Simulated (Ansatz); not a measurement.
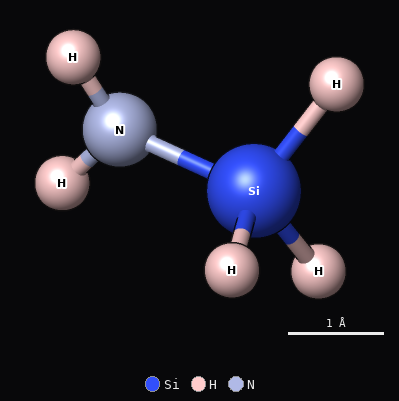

*The starting structure (ball-and-stick view, seen at a tilt).*

## Nudged elastic band, with input and output: SiNH₅

- system: SiNH₅
- method: RHF/def2-TZVP (Ansatz 0.2.0)

It belongs to a series of runs on one base structure; here: band between the two ends.

Input
```yaml
crystal:
  periodic: [false, false, false]
  atoms:
    - { symbol: Si, position_ang: [-0.499755, -0.332993, 0.276967] }
    - { symbol: H, position_ang: [-0.071083, -0.956592, 1.544123] }
    - { symbol: "N", position_ang: [0.860607, 0.412693, -0.44384] }
    - { symbol: H, position_ang: [1.48842, 0.97046, 0.088595] }
    - { symbol: H, position_ang: [-1.623228, 0.581576, 0.590216] }
    - { symbol: H, position_ang: [-1.013655, -1.355637, -0.654872] }
    - { symbol: H, position_ang: [0.858694, 0.680691, -1.401188] }
basis:
  gaussian: { orbitals: def2-TZVP }
hamiltonian:
  xc: hf
neb:
  order_check: false
  images: 5
  f_tol: 0.03
  max_iterations: 60
  final_atoms:
    - { symbol: Si, position_ang: [-1.33579839, -0.02029907, -0.60002897] }
    - { symbol: H, position_ang: [2.68576886, -0.6691166, 1.91828535] }
    - { symbol: "N", position_ang: [0.14523619, 0.48659946, -0.57375056] }
    - { symbol: H, position_ang: [2.20725272, -0.4570626, 1.39991859] }
    - { symbol: H, position_ang: [-2.51352266, 0.62133751, -1.21147666] }
    - { symbol: H, position_ang: [-1.68199085, -1.28754152, 0.04454774] }
    - { symbol: H, position_ang: [0.49305412, 1.32628083, -0.97749449] }
  initial_path:
    images:
      - { positions_ang: [[-0.499755, -0.332993, 0.276967], [-0.071083, -0.956592, 1.544123], [0.860607, 0.412693, -0.44384], [1.48842, 0.97046, 0.088595], [-1.623228, 0.581576, 0.590216], [-1.013655, -1.355637, -0.654872], [0.858694, 0.680691, -1.401188]] }
      - { positions_ang: [[-0.5442869, -0.27844053, 0.17550873], [0.17518494, -0.78786062, 1.46108927], [0.83230744, 0.45713433, -0.47021206], [1.39989725, 0.65418382, 0.27108794], [-1.69843726, 0.5698571, 0.51787834], [-1.04754783, -1.40975167, -0.55186236], [0.88288235, 0.79507557, -1.40348886]] }
      - { positions_ang: [[-0.5888188, -0.22388805, 0.07405045], [0.42145289, -0.61912924, 1.37805554], [0.80400789, 0.50157567, -0.49658412], [1.3113745, 0.33790764, 0.45358089], [-1.77364651, 0.5581382, 0.44554069], [-1.08144067, -1.46386635, -0.44885272], [0.9070707, 0.90946013, -1.40578973]] }
      - { positions_ang: [[-0.63335069, -0.16933558, -0.02740782], [0.66772083, -0.45039786, 1.29502181], [0.77570833, 0.546017, -0.52295618], [1.22285175, 0.02163146, 0.63607383], [-1.84885577, 0.5464193, 0.37320303], [-1.1153335, -1.51798102, -0.34584308], [0.93125906, 1.0238447, -1.40809059]] }
      - { positions_ang: [[-0.86749992, -0.11965674, -0.21828154], [1.34040351, -0.52330411, 1.50277632], [0.56555095, 0.52621116, -0.53988764], [1.55098541, -0.13793323, 0.89068875], [-2.0704114, 0.57139204, -0.15502353], [-1.30421929, -1.44116786, -0.21571281], [0.78519074, 1.12465674, -1.26455856]] }
      - { positions_ang: [[-1.10164916, -0.06997791, -0.40915526], [2.01308619, -0.59621035, 1.71053084], [0.35539357, 0.50640531, -0.5568191], [1.87911907, -0.29749792, 1.14530367], [-2.29196703, 0.59636477, -0.6832501], [-1.49310507, -1.36435469, -0.08558253], [0.63912243, 1.22546879, -1.12102652]] }
      - { positions_ang: [[-1.33579839, -0.02029907, -0.60002897], [2.68576886, -0.6691166, 1.91828535], [0.14523619, 0.48659946, -0.57375056], [2.20725272, -0.4570626, 1.39991859], [-2.51352266, 0.62133751, -1.21147666], [-1.68199085, -1.28754152, 0.04454774], [0.49305412, 1.32628083, -0.97749449]] }
```

Launched with:
```bash
ansatz run input.yaml --threads 2 --pin off --max-ram 3072MiB --backend cpu --events-out ev --progress --plain --runs-dir out
```

Output
```
Engine: ansatz 0.2.0, x86_64-unknown-linux-gnu
Functional definition: HF
  exchange = exact_x
  correlation = 0
710 factors; their error is unknown
mean field evaluation 1: about -9422.0460 eV, gradient 3.3e1 eV
mean field evaluation 2: about -9423.7970 eV, gradient 1.8e1 eV
mean field evaluation 4: about -9424.4506 eV, gradient 2.7e-1 eV
mean field evaluation 8: about -9424.6253 eV, gradient 4.2e-1 eV
mean field -9424.62545537 eV, -346.3485972444 hartree, gradient 1.4e-5 eV, S^2 0.000000; 0 other end points of the search recorded, 0 dependent functions left out
the calculation of the forces begins
reference -9424.62545537 eV, -346.3485972444 hartree; 13, 13 occupied and 85, 85 virtual orbitals, 710 factors
710 factors; their error is unknown
mean field evaluation 16: about -9418.9107 eV, gradient 3.6e1 eV
mean field -9421.84044146 eV, -346.2462498709 hartree, gradient 1.8e-5 eV, S^2 0.000000; 0 other end points of the search recorded, 0 dependent functions left out
[... from here on the field's lines of each further geometry are left out, up to the last ...]
NEB iter   1: max|band force component| = 3.720e0 eV/Å  barrier→ = 4.5993 eV  barrier← = 1.8143 eV  Δτ_max = 0.2000 Å  (232 SCF iters)
NEB iter   2: max|band force component| = 1.593e0 eV/Å  barrier→ = 4.6780 eV  barrier← = 1.8930 eV  Δτ_max = 0.2000 Å  (179 SCF iters)
NEB iter   3: max|band force component| = 2.418e0 eV/Å  barrier→ = 4.5832 eV  barrier← = 1.7982 eV  Δτ_max = 0.1012 Å  (179 SCF iters)
NEB iter   4: max|band force component| = 1.325e0 eV/Å  barrier→ = 4.1699 eV  barrier← = 1.3849 eV  Δτ_max = 0.2000 Å  (163 SCF iters)
NEB iter   5: max|band force component| = 5.439e0 eV/Å  barrier→ = 4.0130 eV  barrier← = 1.2279 eV  Δτ_max = 0.1000 Å  (168 SCF iters)
NEB iter   6: max|band force component| = 1.051e0 eV/Å  barrier→ = 3.6337 eV  barrier← = 0.8487 eV  Δτ_max = 0.1993 Å  (150 SCF iters)
NEB iter   7: max|band force component| = 7.972e-1 eV/Å  barrier→ = 3.3169 eV  barrier← = 0.5319 eV  Δτ_max = 0.1986 Å  (157 SCF iters)
NEB iter   8: max|band force component| = 1.000e0 eV/Å  barrier→ = 3.6339 eV  barrier← = 0.8489 eV  Δτ_max = 0.1004 Å  (169 SCF iters)
NEB iter   9: max|band force component| = 9.729e-1 eV/Å  barrier→ = 4.0917 eV  barrier← = 1.3067 eV  Δτ_max = 0.0998 Å  (160 SCF iters)
NEB iter  10: max|band force component| = 6.954e-1 eV/Å  barrier→ = 4.4856 eV  barrier← = 1.7006 eV  Δτ_max = 0.1022 Å  (160 SCF iters)
NEB iter  11: max|band force component| = 8.837e-1 eV/Å  barrier→ = 4.5498 eV  barrier← = 1.7648 eV  Δτ_max = 0.0495 Å  (163 SCF iters)
NEB iter  12: max|band force component| = 5.726e-1 eV/Å  barrier→ = 4.5337 eV  barrier← = 1.7487 eV  Δτ_max = 0.0505 Å  (154 SCF iters)
NEB iter  13: max|band force component| = 5.182e-1 eV/Å  barrier→ = 4.4884 eV  barrier← = 1.7034 eV  Δτ_max = 0.0504 Å  (154 SCF iters)
NEB iter  14: max|band force component| = 5.635e-1 eV/Å  barrier→ = 4.4076 eV  barrier← = 1.6226 eV  Δτ_max = 0.0506 Å  (155 SCF iters)
NEB iter  15: max|band force component| = 5.650e-1 eV/Å  barrier→ = 4.3128 eV  barrier← = 1.5278 eV  Δτ_max = 0.0300 Å  (152 SCF iters)
NEB iter  16: max|band force component| = 8.933e-1 eV/Å  barrier→ = 4.2714 eV  barrier← = 1.4864 eV  CI = image 2  Δτ_max = 0.0996 Å  (154 SCF iters)
NEB iter  17: max|band force component| = 8.447e-1 eV/Å  barrier→ = 4.3162 eV  barrier← = 1.5312 eV  CI = image 2  Δτ_max = 0.0501 Å  (158 SCF iters)
NEB iter  18: max|band force component| = 4.703e-1 eV/Å  barrier→ = 4.2980 eV  barrier← = 1.5130 eV  CI = image 2  Δτ_max = 0.0724 Å  (155 SCF iters)
NEB iter  19: max|band force component| = 4.993e-1 eV/Å  barrier→ = 4.2717 eV  barrier← = 1.4867 eV  CI = image 2  Δτ_max = 0.0362 Å  (156 SCF iters)
NEB iter  20: max|band force component| = 1.894e-1 eV/Å  barrier→ = 4.2675 eV  barrier← = 1.4825 eV  CI = image 2  Δτ_max = 0.0657 Å  (155 SCF iters)
NEB iter  21: max|band force component| = 1.583e-1 eV/Å  barrier→ = 4.2650 eV  barrier← = 1.4800 eV  CI = image 2  Δτ_max = 0.0729 Å  (153 SCF iters)
NEB iter  22: max|band force component| = 2.721e-1 eV/Å  barrier→ = 4.2640 eV  barrier← = 1.4790 eV  CI = image 2  Δτ_max = 0.0362 Å  (155 SCF iters)
NEB iter  23: max|band force component| = 1.812e-1 eV/Å  barrier→ = 4.2629 eV  barrier← = 1.4779 eV  CI = image 2  Δτ_max = 0.0331 Å  (153 SCF iters)
NEB iter  24: max|band force component| = 7.277e-2 eV/Å  barrier→ = 4.2620 eV  barrier← = 1.4769 eV  CI = image 2  Δτ_max = 0.0117 Å  (157 SCF iters)
NEB iter  25: max|band force component| = 5.820e-2 eV/Å  barrier→ = 4.2611 eV  barrier← = 1.4760 eV  CI = image 2  Δτ_max = 0.0121 Å  (159 SCF iters)
NEB iter  26: max|band force component| = 4.835e-2 eV/Å  barrier→ = 4.2603 eV  barrier← = 1.4753 eV  CI = image 2  Δτ_max = 0.0105 Å  (156 SCF iters)
NEB iter  27: max|band force component| = 3.572e-2 eV/Å  barrier→ = 4.2597 eV  barrier← = 1.4747 eV  CI = image 2  Δτ_max = 0.0189 Å  (160 SCF iters)
NEB iter  28: max|band force component| = 6.235e-2 eV/Å  barrier→ = 4.2594 eV  barrier← = 1.4744 eV  CI = image 2  Δτ_max = 0.0095 Å  (155 SCF iters)
NEB iter  29: max|band force component| = 5.335e-2 eV/Å  barrier→ = 4.2587 eV  barrier← = 1.4737 eV  CI = image 2  Δτ_max = 0.0095 Å  (155 SCF iters)
NEB iter  30: max|band force component| = 5.456e-2 eV/Å  barrier→ = 4.2585 eV  barrier← = 1.4735 eV  CI = image 2  Δτ_max = 0.0047 Å  (160 SCF iters)
the calculation of the forces begins
reference -9421.83109915 eV, -346.2459065473 hartree; 13, 13 occupied and 85, 85 virtual orbitals, 710 factors
710 factors; their error is unknown
mean field evaluation 1120: about -9420.1944 eV, gradient 3.6e-1 eV
mean field -9420.36702272 eV, -346.1921027309 hartree, gradient 2.5e-5 eV, S^2 0.000000; 1 other end points of the search recorded, 0 dependent functions left out
the calculation of the forces begins
reference -9420.36702272 eV, -346.1921027309 hartree; 13, 13 occupied and 85, 85 virtual orbitals, 710 factors
NEB iter  31: max|band force component| = 2.367e-2 eV/Å  barrier→ = 4.2584 eV  barrier← = 1.4734 eV  CI = image 2  Δτ_max = 0.0000 Å  (436 SCF iters)
```

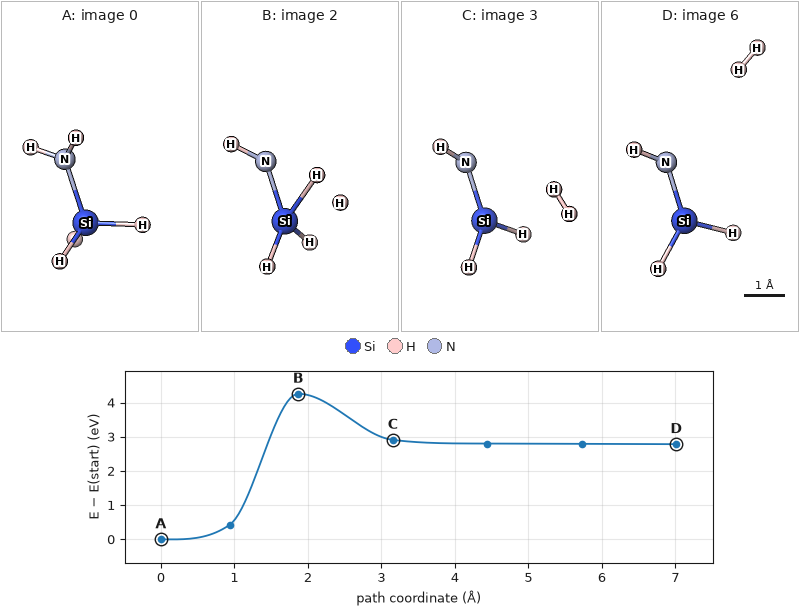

*Images of the last band (counted from 0; ball-and-stick, seen at a tilt) above the energy along the path; the line is a cubic interpolation that uses the forces.*

The highest image is number 2, 4.258 eV above the start and 1.473 eV above the end (the climbing image); the end lies 2.785 eV above the start. The path is 7.01 Å long. The band converged in 31 iterations.

```
Total energy: -9420.36702272 eV, -346.1921027309 hartree
Atom 0 at    -0.524091    -0.189729    -0.090705 Å, force     0.005229    -0.001840    -0.004641 eV/Å
Atom 1 at     0.459248    -0.469275     1.324817 Å, force     0.001442    -0.000093     0.001346 eV/Å
Atom 2 at     0.794445     0.452587    -0.745421 Å, force    -0.019385     0.010663     0.001100 eV/Å
Atom 3 at     0.944392     0.013396     0.711083 Å, force     0.001682    -0.001882     0.001769 eV/Å
Atom 4 at    -1.645040     0.552590     0.520490 Å, force     0.000434    -0.000325     0.000791 eV/Å
Atom 5 at    -0.997120    -1.561148    -0.350395 Å, force     0.000349     0.000123     0.000405 eV/Å
Atom 6 at     0.968166     1.201777    -1.369869 Å, force     0.010249    -0.006646    -0.000770 eV/Å
Dipole moment:    -0.336706     0.003801     0.178192 e Å
this run last wrote the band of iteration 31 to [file]
```

The last band as extended XYZ (Å, eV, eV/Å)
```
7
Properties=species:S:1:pos:R:3:forces:R:3 image=0 energy=-9424.62545
Si   -0.4998   -0.3330    0.2770    0.0067  -0.0132  -0.0164
H    -0.0711   -0.9566    1.5441   -0.0062   0.0081   0.0024
N     0.8606    0.4127   -0.4438    0.0072   0.0130   0.0091
H     1.4884    0.9705    0.0886   -0.0094  -0.0092  -0.0139
H    -1.6232    0.5816    0.5902    0.0044   0.0012   0.0061
H    -1.0137   -1.3556   -0.6549   -0.0010   0.0008   0.0011
H     0.8587    0.6807   -1.4012   -0.0017  -0.0007   0.0115
7
Properties=species:S:1:pos:R:3:forces:R:3 image=1 energy=-9424.20006
Si   -0.5446   -0.3174    0.1621   -0.0527  -0.2350   0.4915
H     0.1607   -0.6235    1.4323   -0.5928  -0.3331   0.2083
N     0.8039    0.3991   -0.5799    0.0316  -0.1159   0.3234
H     1.3877    0.4333    0.2323    0.8698   0.7854  -0.9351
H    -1.7023    0.5526    0.4446   -0.0954   0.0409  -0.1403
H    -1.0287   -1.5684   -0.4404   -0.1073   0.0199  -0.1959
H     0.9234    1.1243   -1.2509   -0.0532  -0.1621   0.2480
7
Properties=species:S:1:pos:R:3:forces:R:3 image=2 energy=-9420.36702
Si   -0.5241   -0.1897   -0.0907    0.0052  -0.0018  -0.0046
H     0.4592   -0.4693    1.3248    0.0014  -0.0001   0.0013
N     0.7944    0.4526   -0.7454   -0.0194   0.0107   0.0011
H     0.9444    0.0134    0.7111    0.0017  -0.0019   0.0018
H    -1.6450    0.5526    0.5205    0.0004  -0.0003   0.0008
H    -0.9971   -1.5611   -0.3504    0.0003   0.0001   0.0004
H     0.9682    1.2018   -1.3699    0.0102  -0.0066  -0.0008
7
Properties=species:S:1:pos:R:3:forces:R:3 image=3 energy=-9421.71480
Si   -0.7111   -0.0869   -0.4384   -0.0376   0.0251  -0.0705
H     0.8551   -0.5993    1.8453    0.0736  -0.0168   0.1256
N     0.4500    0.4591   -1.3265   -0.0528  -0.0134  -0.1418
H     1.2448   -0.2791    1.3091    0.0568  -0.0631   0.1451
H    -1.6055    0.6380    0.4839    0.0016   0.0222  -0.0328
H    -1.0200   -1.5178   -0.4388   -0.0033   0.0066  -0.0260
H     0.7866    1.3861   -1.4345   -0.0383   0.0394   0.0004
7
Properties=species:S:1:pos:R:3:forces:R:3 image=4 energy=-9421.82206
Si   -0.9487   -0.0355   -0.6005   -0.0197   0.0072  -0.0250
H     1.5543   -0.6846    2.3523    0.0044  -0.0007   0.0042
N     0.1955    0.5055   -1.5202    0.0096  -0.0006  -0.0024
H     1.8171   -0.4899    1.6935    0.0037  -0.0023   0.0053
H    -1.8729    0.7250    0.2598    0.0013   0.0002   0.0078
H    -1.2099   -1.4738   -0.5331    0.0041  -0.0029   0.0069
H     0.4646    1.4534   -1.6518   -0.0034  -0.0009   0.0032
7
Properties=species:S:1:pos:R:3:forces:R:3 image=5 energy=-9421.83110
Si   -1.1665   -0.0176   -0.5855    0.0005   0.0005   0.0036
H     2.2045   -0.7136    2.1822    0.0044  -0.0003  -0.0005
N     0.2245    0.4909   -1.0922   -0.0018   0.0002   0.0034
H     2.0357   -0.4980    1.4991    0.0010  -0.0001  -0.0006
H    -2.4189    0.7429   -0.4249   -0.0043  -0.0001  -0.0070
H    -1.3307   -1.4183   -0.1944   -0.0021   0.0003  -0.0002
H     0.4515    1.4139   -1.3842    0.0022  -0.0004   0.0013
7
Properties=species:S:1:pos:R:3:forces:R:3 image=6 energy=-9421.84044
Si   -1.3358   -0.0203   -0.6000    0.0019   0.0001   0.0017
H     2.6858   -0.6691    1.9183    0.0014  -0.0003  -0.0003
N     0.1452    0.4866   -0.5738    0.0028   0.0046  -0.0020
H     2.2073   -0.4571    1.3999    0.0000  -0.0006  -0.0001
H    -2.5135    0.6213   -1.2115   -0.0012  -0.0021  -0.0024
H    -1.6820   -1.2875    0.0445   -0.0048  -0.0013   0.0012
H     0.4931    1.3263   -0.9775   -0.0002  -0.0004   0.0019
```

Key numbers

- outcome: converged
- barrier, forward: 4.258 eV
- barrier, backward: 1.473 eV
- hardware: 2 threads of Intel Xeon (Granite Rapids), 16 GiB of memory available, shared host
- wall time: 42 s (CPU time 74 s)
- peak memory: 0.16 GiB

The order of the saddle point was not checked.
